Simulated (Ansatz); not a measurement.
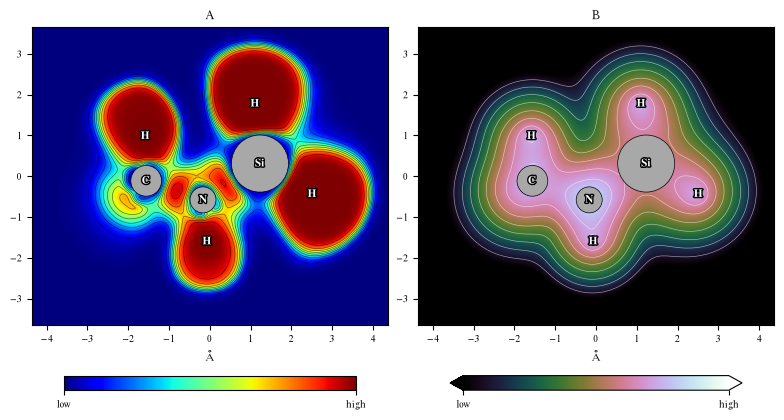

CH6NSi (charge +1): 2 fields on the plane of atoms N2, Si3 and H9, with unlabelled colour scales. Grey discs cover the atomic cores.

Computed with RKS r2SCAN-D4/def2-SVP (Ansatz 0.2.0).

Question: The panels show electron density and electron localisation function in some order. Assign them.

Answer: Panel A: electron localisation function. Panel B: electron density. From the grid: C–N (1.47 Å): ρ at the midpoint is about 1.8 e/Å³, with its minimum of 1.6 e/Å³ about 0.6 Å from C; the ELF peaks at about 0.95 between the atoms: a shared electron pair. Si–N (1.66 Å): ρ at the midpoint is about 1.2 e/Å³; the ELF peaks at about 0.90 between the atoms, as expected for a polar covalent bond.
